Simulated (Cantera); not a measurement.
Charge: 1 mol SiCl4, a varied amount of C2H4, 20 mol H2, at 652 °C and 0.260 bar.

Method: chemical equilibrium by Gibbs-energy minimisation in Cantera with the NASA 1993 tables (ideal gas, pure condensed phases). Candidate condensed phases: C, C6H6, C7H8, C8H18, Si, SiC; 109 gas species. The tables' values for SiCl3 are old estimates; treat these amounts as uncertain. Rates play no part.

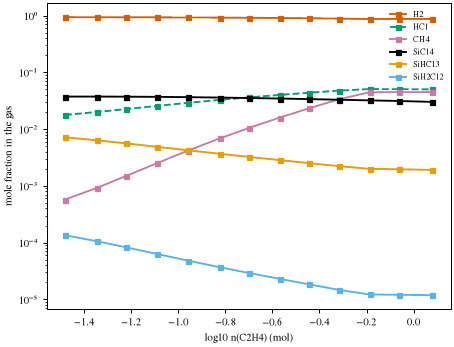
Equilibrium gas composition (values under 1e-9 drawn at 1e-9)

From 0.033 mol C2H4 to 0.48 mol C2H4 the condensed part is SiC(s). From 0.65 mol C2H4 to 1.2 mol C2H4 the condensed part is C(graphite) + SiC(s). The main Si-bearing gas is SiCl4 throughout. The share of Si in condensed phases is highest at 1.2 mol C2H4 (27.3 %) and lowest at 0.033 mol C2H4 (5.4 %).
